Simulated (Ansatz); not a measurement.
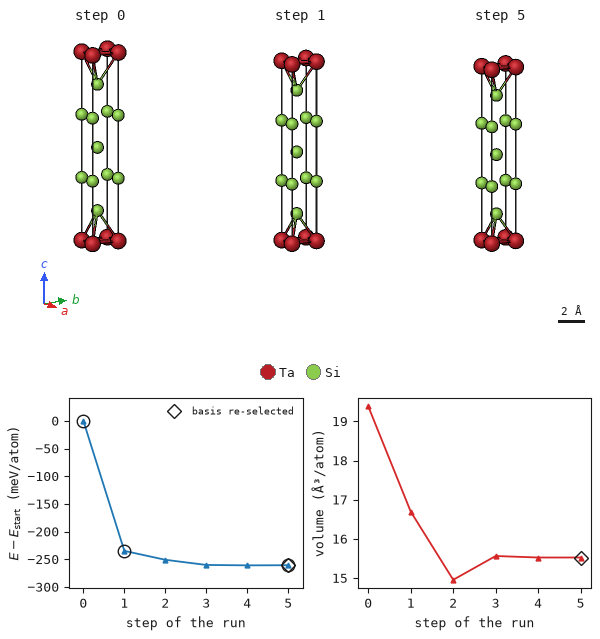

Frames of a relaxation of solid TaSi$_{5}$ (a generated structure, set up in P-6m2) (coarse preliminary run), marked on the history of the run. Style: ball-and-stick. Shown: the cell of the calculation, slightly off an axis.

The calculation used DFT PBE, scalar-relativistic, plane waves, PAW (Ansatz). (plane-wave cutoff 420 eV; k-point mesh 6 × 6 × 1; occupations gaussian; smearing width 0.1 eV; no spin polarisation; cell and atoms relaxed; force threshold 0.04 eV/Å; at most 70 steps)

### What happens along the run?

The largest moves relative to the cell, 0.082 Å, are those of Si atoms. Ta stays in place. The volume changes by −19.9 %, with a = b 2.984 → 2.781 Å (−6.8 %), c 15.079 → 13.910 Å (−7.8 %). Among the contacts that change: Si–Ta 3.027 → 2.734 Å, Ta–Ta 2.984 → 2.781 Å. Among the angles between lasting bonds that change: Ta–Si–Ta 59.1° → 61.1°. The space group stays P-6m2 (No. 187). After 4 accepted moves (5 points after the start) the energy has fallen by 261 meV per atom. The largest force component goes from 1.1 to 0.03 eV/Å. Pressure: −15.83 GPa at the start and −0.17 GPa at the end. At 1 point the geometry stayed and the basis and grid were re-selected for the new cell (energy shift of 0.2 meV per atom at most each time). The run took 14 s on 1 thread of Arm Neoverse V1, on a shared host, peak memory 0.32 GiB. From step 0 to 1: Si atoms move most (0.12 Å), volume −13.9 %, energy −235 meV per atom. From step 1 to 5: Si atoms move most (0.05 Å), volume −7.0 %, energy −25.9 meV per atom.

| step | E − E(0), meV/atom | largest force component, eV/Å | pressure, GPa | volume, Å³/atom | note |
| --- | --- | --- | --- | --- | --- |
| 0 | 0.00 | 1.1294 | -15.83 | 19.380 |  |
| 1 | -234.81 | 0.1461 | -6.43 | 16.695 |  |
| 2 | -250.91 | 0.2871 | 4.55 | 14.956 |  |
| 3 | -260.23 | 0.0473 | -0.22 | 15.564 |  |
| 4 | -260.94 | 0.0300 | -0.15 | 15.525 |  |
| 5 | -260.71 | 0.0300 | -0.17 | 15.525 | same geometry, new basis |
